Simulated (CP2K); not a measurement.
# BSiH3ClF (SMILES FB([SiH3])Cl): a chain of runs

Aim: a geometry optimisation (singlet BSiH3ClF, AM1), then energy and forces (doublet BSiH3ClF+, AM1), then a geometry optimisation (doublet BSiH3ClF+, AM1), then energy and forces (singlet BSiH3ClF, AM1) of BClFH3Si. 

The calculation is run with CP2K 2026.2.

1 further run of the same task is left out (it didn't finish).

### Step 1. Starting point

BSiH3ClF: 7 atoms, total charge 0, spin state singlet. SMILES: `FB([SiH3])Cl`. Geometry: relaxed at GFN2-xTB. The run starts from this shape.

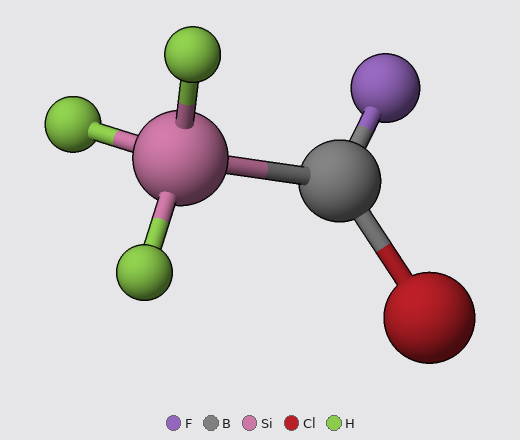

Viewed from a chosen angle; fluorine purple, boron grey, silicon pink, chlorine red, hydrogen green.

### Step 2. A structure relaxation at AM1 (run 1)

File molecule.xyz:

```xyz
7

F     -0.828510    -1.688730     1.065430
B     -0.702520    -0.890360     0.014400
Si     0.547890     0.658200     0.045100
Cl    -1.697700    -1.321860    -1.324300
H      0.564570     1.391630    -1.221850
H      0.191320     1.614970     1.098750
H      1.924950     0.236160     0.322470
```

File job.inp:

```
&GLOBAL
  PROJECT_NAME job
  RUN_TYPE GEO_OPT
  PRINT_LEVEL LOW
&END
&FORCE_EVAL
  METHOD Quickstep
  &DFT
    &QS
      METHOD AM1
      EPS_DEFAULT 1.0E-10
      &SE
        &COULOMB
          CUTOFF [angstrom] 50
          RC_RANGE [angstrom] 0
        &END
        &EXCHANGE
          CUTOFF [angstrom] 50
          RC_RANGE [angstrom] 0
        &END
      &END
    &END
    ! cluster boundary conditions
    &POISSON
      PERIODIC NONE
      POISSON_SOLVER ANALYTIC
    &END
    &SCF
      SCF_GUESS ATOMIC
      EPS_SCF 1.0E-06
      MAX_SCF 80
      ADDED_MOS 8
      &DIAGONALIZATION
        ALGORITHM STANDARD
      &END
      &MIXING
        METHOD DIRECT_P_MIXING
        ALPHA 0.4
      &END
    &END
    &PRINT
      &MOMENTS
        PERIODIC F
        REFERENCE COM
        MAX_MOMENT 1
      &END
      &MULLIKEN OFF
      &END
      &HIRSHFELD OFF
      &END
    &END
  &END
  ! atoms, cell and kinds
  &SUBSYS
    &CELL
      ABC 19.6 19.3 18.4
      PERIODIC NONE
    &END
    &TOPOLOGY
      COORD_FILE_NAME molecule.xyz
      COORD_FILE_FORMAT XYZ
      &CENTER_COORDINATES
      &END
    &END
  &END
&END
&MOTION
  &GEO_OPT
    OPTIMIZER BFGS
    MAX_ITER 100
    MAX_FORCE 4.5E-04
    RMS_FORCE 3.0E-04
  &END
  ! extra output
  &PRINT
    &TRAJECTORY
      &EACH
        GEO_OPT 1
      &END
    &END
    &FORCES ON
      &EACH
        GEO_OPT 1
      &END
    &END
    &RESTART OFF
    &END
    &RESTART_HISTORY OFF
    &END
  &END
&END
```

On the command line:

```
$ OMP_NUM_THREADS=1 cp2k.psmp job.inp > job.out
```

Standard output:

```text
CP2K| version string:                                       CP2K version 2026.2
[...]
 GLOBAL| Method name                                                        CP2K
[...]
 GLOBAL| Run type                                                        GEO_OPT
[...]
 *** WARNING in qs_environment.F:2210 :: More added MOs requested than     ***
 *** available. The full set of unoccupied MOs will be used. Use           ***
 *** 'ADDED_MOS -1' to always use all available MOs and to get rid of this ***
[...]
                             - Atoms:                                          7
[...]
                             - Spherical basis functions:                     19
[...]
 Number of electrons:                                                         24
[...]
     1 P_Mix/Diag. 0.40E+00    0.0     0.77567020       -34.8699369804 -3.49E+01
[...]
  *** SCF run converged in    18 steps ***
[...]
 ENERGY| Total FORCE_EVAL ( QS ) energy [hartree]            -38.795065965024222
[...]
 OPT| Step number                                                              0
[...]
 OPT| Total energy [hartree]                                      -38.7950659650
[...]
 OPT| Step number                                                             10
[...]
 OPT| Total energy [hartree]                                      -38.8034753267
[...]
 OPT| Step number                                                             11
[...]
 OPT| Total energy [hartree]                                      -38.8034763072
[...]
 ***                    GEOMETRY OPTIMIZATION COMPLETED                      ***
[...]
     1 P_Mix/Diag. 0.40E+00    0.0     0.00000039       -38.8034763072 -3.88E+01
  *** SCF run converged in     1 steps ***
  Core-core repulsion energy [eV]:                           1231.44839436344478
  Core Hamiltonian energy [eV]:                             -1707.27971594270548
  Two-electron integral energy [eV]:                        -1160.12993437152932
  Electronic energy [eV]:                                   -2287.34468312847002
  Total energy [eV]:                                        -1055.89628876502525
  Atomic reference energy [eV]:                              1050.83638765186356
  Heat of formation [kcal/mol]:                              -116.68410088960647
[...]
 SE_DIPOLE| Moment [Debye]         -1.44734894      -1.13130803      -1.12512339
 SE_DIPOLE| Derivative [a.u.]       0.00000000       0.00000000       0.00000000
 ENERGY| Total FORCE_EVAL ( QS ) energy [hartree]            -38.803476307237432
[...]
```

Run time: 0.36 s. Hardware: 1 thread of Arm Neoverse V2, shared host.

The path in brief:

| step | energy from the first frame kept (eV) | largest force (eV/Å) |
| --- | --- | --- |
| 1 | 0.0000 | 1.3669 |
| 2 | -0.0746 | 0.7981 |
| 3 | -0.0926 | 0.2496 |
| 4 | -0.0986 | 0.1993 |
| 5 | -0.1005 | 0.1423 |
| 6 | -0.1030 | 0.0992 |
| 7 | -0.1044 | 0.0845 |
| 8 | -0.1052 | 0.0645 |
| 9 | -0.1054 | 0.0516 |
| 10 | -0.1055 | 0.0262 |
| 11 | -0.1055 | 0.0080 |
| 12 | -0.1055 | 0.0080 |

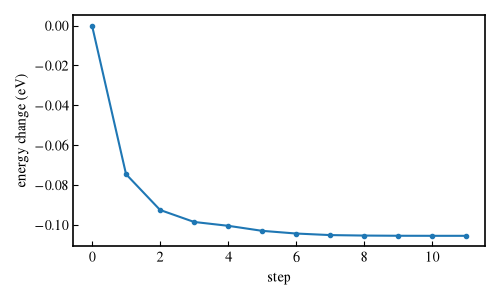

Energy along the run.

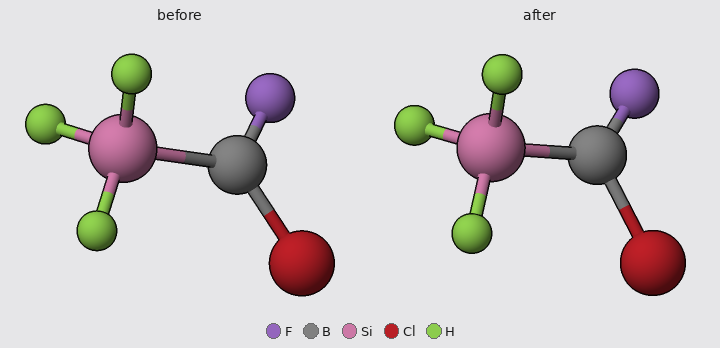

Before and after, at one scale.

After the run. Bond lengths: F1–B2 1.301 Å, B2–Si3 1.863 Å, B2–Cl4 1.780 Å, Si3–H5 1.462 Å, Si3–H6 1.464 Å, Si3–H7 1.464 Å. Angles: F1–B2–Si3 129.1°, F1–B2–Cl4 117.6°, Si3–B2–Cl4 113.3°, B2–Si3–H5 111.6°, B2–Si3–H6 108.6°, B2–Si3–H7 108.8°, H5–Si3–H6 109.4°, H5–Si3–H7 109.3°, H6–Si3–H7 109.2°.

### Step 3. The doublet cation: energy and gradient at AM1 (run 2)

File molecule.xyz:

```xyz
7

F      8.879031     8.000446    10.417735
B      9.068134     8.834244     9.437590
Si    10.202651    10.309141     9.351441
Cl     8.134590     8.577103     7.944039
H     10.137526    10.962383     8.045457
H      9.808695    11.261514    10.390804
H     11.574034     9.863358     9.602401
```

File gas.inp:

```
&GLOBAL
 PROJECT_NAME gas
 RUN_TYPE ENERGY_FORCE
 PRINT_LEVEL MEDIUM
&END GLOBAL

&FORCE_EVAL
 METHOD QS
 &DFT
  CHARGE 1
  MULTIPLICITY 2
  UNRESTRICTED_KOHN_SHAM T
  &QS
   METHOD AM1
   EPS_DEFAULT 1.0E-10
   &SE
    &COULOMB
     CUTOFF [angstrom] 50
     RC_RANGE [angstrom] 0
    &END COULOMB
    &EXCHANGE
     CUTOFF [angstrom] 50
     RC_RANGE [angstrom] 0
    &END EXCHANGE
   &END SE
  &END QS
  &POISSON
   PERIODIC NONE
   POISSON_SOLVER ANALYTIC
  &END POISSON
  &SCF
   SCF_GUESS ATOMIC
   EPS_SCF 1.0E-06
   MAX_SCF 40
   &OT ON
    MINIMIZER DIIS
    PRECONDITIONER FULL_ALL
   &END OT
   &OUTER_SCF
    EPS_SCF 1.0E-06
    MAX_SCF 10
   &END OUTER_SCF
  &END SCF
  &PRINT
   &MOMENTS
    PERIODIC F
    REFERENCE COM
    MAX_MOMENT 1
   &END MOMENTS
   &MO_CUBES
    NLUMO 1
    NHOMO -1
    WRITE_CUBE F
   &END MO_CUBES
   &HIRSHFELD OFF
   &END HIRSHFELD
  &END PRINT
 &END DFT
 &SUBSYS
  &CELL
   ABC [angstrom] 19.4 19.3 18.5
   PERIODIC NONE
  &END CELL
  &TOPOLOGY
   COORD_FILE_NAME molecule.xyz
   COORD_FILE_FORMAT XYZ
   &CENTER_COORDINATES
   &END CENTER_COORDINATES
  &END TOPOLOGY
 &END SUBSYS
 &PRINT
  &FORCES ON
  &END FORCES
 &END PRINT
&END FORCE_EVAL
```

On the command line:

```
$ OMP_NUM_THREADS=1 cp2k.psmp -i gas.inp -o gas.out
```

Standard output:

```text
CP2K| version string:                                       CP2K version 2026.2
[...]
 GLOBAL| Method name                                                        CP2K
[...]
 GLOBAL| Run type                                                   ENERGY_FORCE
[...]
                             - Atoms:                                          7
[...]
                             - Spherical basis functions:                     19
[...]
 Number of electrons:                                                         12
[...]
     1 OT DIIS     0.15E+00    0.0     0.32683713       -33.0458879720 -3.30E+01
[...]
    20 OT DIIS     0.15E+00    0.0     0.00000095       -38.4148075953 -2.44E-09
  *** SCF run converged in    20 steps ***
  Core-core repulsion energy [eV]:                           1231.44836607240973
  Core Hamiltonian energy [eV]:                             -1652.14556521946179
  Two-electron integral energy [eV]:                        -1249.24575220665361
  Electronic energy [eV]:                                   -2276.76844132278848
  Total energy [eV]:                                        -1045.32007525037875
  Atomic reference energy [eV]:                              1050.83638765186356
  Heat of formation [kcal/mol]:                               127.20919606889737
[...]
 SE_DIPOLE| Moment [Debye]         -1.14556489      -1.31365666      -0.18741708
 SE_DIPOLE| Derivative [a.u.]       0.00000000       0.00000000       0.00000000
 *** WARNING in qs_scf_post_se.F:140 :: Printing of MO cube files not ***
 *** implemented for Semi-Empirical method.                           ***
 ENERGY| Total FORCE_EVAL ( QS ) energy [hartree]            -38.414807595535642
 FORCES| Atomic forces [hartree/bohr]
 FORCES|   Atom     x               y               z               |f|
 FORCES|      1  1.36691768E-02  2.72235521E-02 -1.66298027E-02   3.47061742E-02
 FORCES|      2 -2.69418755E-02 -5.91621723E-02  4.18577283E-02   7.73181525E-02
 FORCES|      3  1.33157005E-02  2.61628575E-02 -1.50960820E-02   3.30105238E-02
 FORCES|      4  8.28616162E-03  1.66211877E-02 -1.03439840E-02   2.12584656E-02
 FORCES|      5 -7.68491580E-04 -2.62610616E-04 -1.21837847E-03   1.46423692E-03
 FORCES|      6 -6.67568387E-03 -2.91307769E-03  1.99472420E-03   7.55180120E-03
 FORCES|      7 -8.84987964E-04 -7.66973672E-03 -5.64205275E-04   7.74121390E-03
 FORCES| Sum    -4.23272528E-16  2.49800181E-16 -4.19803081E-16
 FORCES| Total atomic force                                       6.46370165E-16
[...]
```

Run time: 0.91 s. Hardware: 1 thread of Arm Neoverse V2, shared host.

### Step 4. The doublet cation: a structure relaxation at AM1 (run 3)

molecule.xyz is that of step 3.

Changes to gas.inp since step 3:

```diff
@@ -1,9 +1,34 @@
 &GLOBAL
- PROJECT_NAME gas
- RUN_TYPE ENERGY_FORCE
- PRINT_LEVEL MEDIUM
+ PROJECT gas
+ RUN_TYPE GEO_OPT
+ PRINT_LEVEL LOW
 &END GLOBAL
 
+&MOTION
+ &GEO_OPT
+  OPTIMIZER BFGS
+  MAX_ITER 100
+  MAX_FORCE 4.5E-04
+  RMS_FORCE 3.0E-04
+ &END GEO_OPT
+ &PRINT
+  &TRAJECTORY
+   &EACH
+    GEO_OPT 1
+   &END EACH
+  &END TRAJECTORY
+  &FORCES ON
+   &EACH
+    GEO_OPT 1
+   &END EACH
+  &END FORCES
+  &RESTART OFF
+  &END RESTART
+  &RESTART_HISTORY OFF
+  &END RESTART_HISTORY
+ &END PRINT
+&END MOTION
+
 &FORCE_EVAL
- METHOD QS
+ METHOD QUICKSTEP
  &DFT
@@ -11,3 +36,3 @@
   MULTIPLICITY 2
-  UNRESTRICTED_KOHN_SHAM T
+  SPIN_POLARIZED T
   &QS
@@ -34,3 +59,3 @@
    MAX_SCF 40
-   &OT ON
+   &OT
     MINIMIZER DIIS
@@ -49,7 +74,4 @@
    &END MOMENTS
-   &MO_CUBES
-    NLUMO 1
-    NHOMO -1
-    WRITE_CUBE F
-   &END MO_CUBES
+   &MULLIKEN OFF
+   &END MULLIKEN
    &HIRSHFELD OFF
@@ -60,3 +82,3 @@
   &CELL
-   ABC [angstrom] 19.4 19.3 18.5
+   ABC 19.4 19.3 18.5
    PERIODIC NONE
@@ -70,6 +92,2 @@
  &END SUBSYS
- &PRINT
-  &FORCES ON
-  &END FORCES
- &END PRINT
 &END FORCE_EVAL
```

On the command line:

```
$ OMP_NUM_THREADS=1 cp2k.psmp -i gas.inp -o gas.out
```

Standard output:

```text
CP2K| version string:                                       CP2K version 2026.2
[...]
 GLOBAL| Method name                                                        CP2K
[...]
 GLOBAL| Run type                                                        GEO_OPT
[...]
                             - Atoms:                                          7
[...]
                             - Spherical basis functions:                     19
[...]
 Number of electrons:                                                         12
[...]
     1 OT DIIS     0.15E+00    0.0     0.32683713       -33.0458879720 -3.30E+01
[...]
  *** SCF run converged in    20 steps ***
[...]
 ENERGY| Total FORCE_EVAL ( QS ) energy [hartree]            -38.414807595535642
[...]
 OPT| Step number                                                              0
[...]
 OPT| Total energy [hartree]                                      -38.4148075955
[...]
 OPT| Step number                                                             23
[...]
 OPT| Total energy [hartree]                                      -38.4670002859
[...]
 OPT| Step number                                                             24
[...]
 OPT| Total energy [hartree]                                      -38.4670005609
[...]
 ***                    GEOMETRY OPTIMIZATION COMPLETED                      ***
[...]
     5 OT DIIS     0.15E+00    0.0     0.00000078       -38.4670005608 -2.14E-09
  *** SCF run converged in     5 steps ***
  Core-core repulsion energy [eV]:                           1145.62668827062430
  Core Hamiltonian energy [eV]:                             -1663.83662862862411
  Two-electron integral energy [eV]:                        -1057.06075542644248
  Electronic energy [eV]:                                   -2192.36700634184490
  Total energy [eV]:                                        -1046.74031807122105
  Atomic reference energy [eV]:                              1050.83638765186356
  Heat of formation [kcal/mol]:                                94.45761597105071
[...]
 SE_DIPOLE| Moment [Debye]         -1.70618337      -1.93719958      -0.29738212
 SE_DIPOLE| Derivative [a.u.]       0.00000000       0.00000000       0.00000000
 ENERGY| Total FORCE_EVAL ( QS ) energy [hartree]            -38.467000560834030
[...]
```

It took 4.8 s on 1 thread of Arm Neoverse V2, shared host.

Step by step:

| step | energy from the first frame kept (eV) | largest force (eV/Å) |
| --- | --- | --- |
| 1 | 0.0000 | 1.4988 |
| 2 | -0.2520 | 1.8211 |
| 3 | -0.3664 | 1.0993 |
| 4 | -0.5197 | 0.6184 |
| 5 | -0.5519 | 1.7792 |
| 6 | -0.7088 | 1.7861 |
| 7 | -0.7886 | 1.4029 |
| 8 | -0.8978 | 0.6386 |
| 9 | -0.9488 | 0.2992 |
| 10 | -0.9638 | 0.3019 |
| 11 | -0.9844 | 0.4956 |
| 12 | -0.9995 | 0.4527 |
| 13 | -1.0194 | 0.3755 |
| 14 | -1.0408 | 0.4658 |
| 15 | -1.0697 | 0.5052 |
| 16 | -1.0899 | 0.5402 |
| 17 | -1.1027 | 0.3336 |
| 18 | -1.1125 | 0.1251 |
| 19 | -1.1142 | 0.0228 |
| 20 | -1.1144 | 0.0606 |
| 21 | -1.1146 | 0.0296 |
| 22 | -1.1146 | 0.0168 |
| 23 | -1.1146 | 0.0095 |
| 24 | -1.1146 | 0.0053 |
| 25 | -1.1146 | 0.0053 |

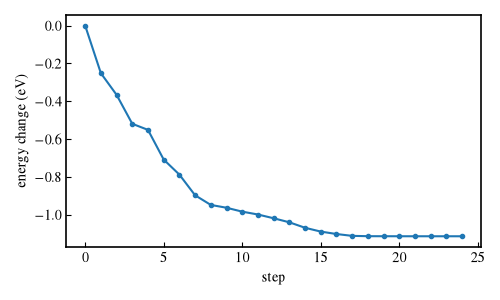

Energy along the run.

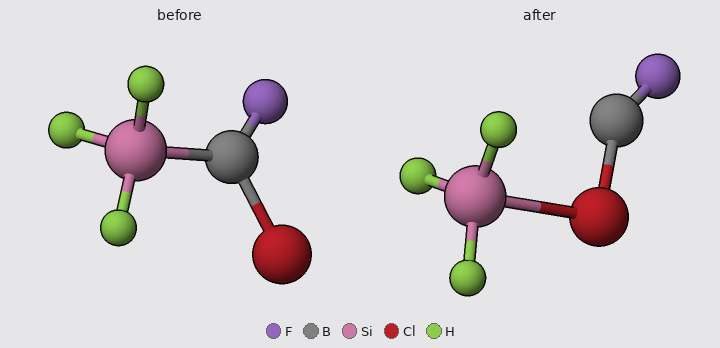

Before and after, at one scale.

After the run. Bond lengths: F1–B2 1.259 Å, B2–Cl4 1.826 Å, Si3–Cl4 2.373 Å, Si3–H5 1.450 Å, Si3–H6 1.448 Å, Si3–H7 1.448 Å. Angles: F1–B2–Cl4 151.6°, B2–Cl4–Si3 105.5°, Cl4–Si3–H5 98.8°, Cl4–Si3–H6 101.4°, Cl4–Si3–H7 101.4°, H5–Si3–H6 117.1°, H5–Si3–H7 117.0°, H6–Si3–H7 116.2°.

### Step 5. Energy and gradient at AM1 (run 4)

File molecule.xyz:

```xyz
7

F      8.440296     7.200284    11.187166
B      8.753947     8.108832    10.374083
Si    10.107554    10.769573     8.835268
Cl     8.598088     8.940400     8.756006
H      9.922021    11.269016     7.486746
H      9.545705    11.557018     9.912651
H     11.356822    10.096138     9.121358
```

File mol.inp:

```
&GLOBAL
   PROJECT_NAME mol
   RUN_TYPE ENERGY_FORCE
   PRINT_LEVEL MEDIUM
&END GLOBAL

&FORCE_EVAL
   METHOD QUICKSTEP
   &DFT
      CHARGE 0
      MULTIPLICITY 1
      &QS
         METHOD AM1
         EPS_DEFAULT 1.0E-10
         &SE
            &COULOMB
               CUTOFF [angstrom] 50
               RC_RANGE [angstrom] 0
            &END COULOMB
            &EXCHANGE
               CUTOFF [angstrom] 50
               RC_RANGE [angstrom] 0
            &END EXCHANGE
         &END SE
      &END QS
      ! cluster boundary conditions
      &POISSON
         PERIODIC NONE
         POISSON_SOLVER ANALYTIC
      &END POISSON
      ! SCF settings
      &SCF
         SCF_GUESS ATOMIC
         EPS_SCF 1.0E-06
         MAX_SCF 80
         ADDED_MOS 8
         &DIAGONALIZATION
            ALGORITHM STANDARD
         &END DIAGONALIZATION
         &MIXING
            METHOD DIRECT_P_MIXING
            ALPHA 0.4
         &END MIXING
      &END SCF
      &PRINT
         &MOMENTS
            PERIODIC F
            REFERENCE COM
            MAX_MOMENT 1
         &END MOMENTS
         &MO ON
            ENERGIES T
            OCCUPATION_NUMBERS T
            NDIGITS 6
            &EACH
               QS_SCF 0
            &END EACH
            ADD_LAST NUMERIC
         &END MO
         &HIRSHFELD OFF
         &END HIRSHFELD
      &END PRINT
   &END DFT
   &SUBSYS
      ! box in angstrom
      &CELL
         ABC [angstrom] 18.9 20.4 19.7
         PERIODIC NONE
      &END CELL
      &TOPOLOGY
         COORD_FILE_NAME molecule.xyz
         COORD_FILE_FORMAT XYZ
         &CENTER_COORDINATES
         &END CENTER_COORDINATES
      &END TOPOLOGY
   &END SUBSYS
   &PRINT
      &FORCES ON
      &END FORCES
   &END PRINT
&END FORCE_EVAL
```

On the command line:

```
$ OMP_NUM_THREADS=1 cp2k.psmp -i mol.inp > mol.out 2>&1
```

Standard output:

```text
CP2K| version string:                                       CP2K version 2026.2
[...]
 GLOBAL| Method name                                                        CP2K
[...]
 GLOBAL| Run type                                                   ENERGY_FORCE
[...]
 *** WARNING in qs_environment.F:2210 :: More added MOs requested than     ***
 *** available. The full set of unoccupied MOs will be used. Use           ***
 *** 'ADDED_MOS -1' to always use all available MOs and to get rid of this ***
[...]
                             - Atoms:                                          7
[...]
                             - Spherical basis functions:                     19
[...]
 Number of electrons:                                                         24
[...]
     1 P_Mix/Diag. 0.40E+00    0.0     1.10647845       -34.8451190202 -3.48E+01
[...]
    18 DIIS/Diag.  0.31E-06    0.0     0.00000060       -38.7282678897 -2.24E-12
  *** SCF run converged in    18 steps ***
  Core-core repulsion energy [eV]:                           1145.62650755789582
  Core Hamiltonian energy [eV]:                             -1711.69880528934027
  Two-electron integral energy [eV]:                         -975.55493182745602
  Electronic energy [eV]:                                   -2199.47627120306834
  Total energy [eV]:                                        -1053.84976364517252
  Atomic reference energy [eV]:                              1050.83638765186356
  Heat of formation [kcal/mol]:                               -69.49010673488438
[...]
 SE_DIPOLE| Moment [Debye]         -1.23069346      -1.65432572       0.19781776
 SE_DIPOLE| Derivative [a.u.]       0.00000000       0.00000000       0.00000000
 ENERGY| Total FORCE_EVAL ( QS ) energy [hartree]            -38.728267889664366
 FORCES| Atomic forces [hartree/bohr]
 FORCES|   Atom     x               y               z               |f|
 FORCES|      1 -1.67692760E-02 -3.66710701E-02  2.46817726E-02   4.72775411E-02
 FORCES|      2  2.12572991E-02  1.17767553E-02  2.34376503E-02   3.37622301E-02
 FORCES|      3 -2.92315701E-02 -3.20657143E-02 -6.83215457E-03   4.39246293E-02
 FORCES|      4  1.54674456E-02  4.57247320E-02 -4.16736024E-02   6.37705428E-02
 FORCES|      5  4.06373514E-03  4.98189656E-03  1.60315297E-04   6.43109148E-03
 FORCES|      6  1.95610444E-03  3.69288526E-03  3.73762065E-04   4.19564586E-03
 FORCES|      7  3.25626184E-03  2.56051520E-03 -1.47743251E-04   4.14503405E-03
 FORCES| Sum    -3.67761377E-16  4.57966998E-16 -1.01654796E-15
 FORCES| Total atomic force                                       1.17403235E-15
[...]
```

Wall time 0.22 s (1 thread of Arm Neoverse V2, shared host).

### Step 6. Summary of results

| quantity | value |
| --- | --- |
| run 1, AM1: total energy at the end | -38.80348 Eh |
| run 1, AM1: dipole moment | 2.15 D |
| run 1, AM1: heat of formation | -116.7 kcal/mol |
| doublet cation, run 2: total energy | -38.41481 Eh |
| doublet cation, run 2: heat of formation at this unrelaxed shape | 127.2 kcal/mol |
| doublet cation, run 2: largest force on an atom | 3.976 eV/Å |
| doublet cation, run 3: total energy at the end | -38.46700 Eh |
| doublet cation, run 3: heat of formation | 94.5 kcal/mol |
| run 4, AM1: total energy | -38.72827 Eh |
| run 4, AM1: dipole moment | 2.07 D |
| run 4, AM1: HOMO energy | -7.62 eV |
| run 4, AM1: LUMO energy | -0.90 eV |
| run 4, AM1: HOMO–LUMO gap | 6.71 eV |
| run 4, AM1: heat of formation at this unrelaxed shape | -69.5 kcal/mol |
| run 4, AM1: largest force on an atom | 3.279 eV/Å |
| adiabatic ionisation energy (to the doublet cation, no zero-point term) | 9.156 eV |

What this shows: The adiabatic ionisation energy (to the doublet cation, no zero-point term) is 9.16 eV (883 kJ/mol). The largest force (run 4, AM1) is 3.28 eV/Å: the shape isn't a stationary point for this species at this level. The second species lost a bond as it relaxed, so this leads to another structure. The optimisation (run 1, AM1) took 11 steps. The optimisation (doublet cation, run 3) took 24 steps. Bonds broke or formed on the way.
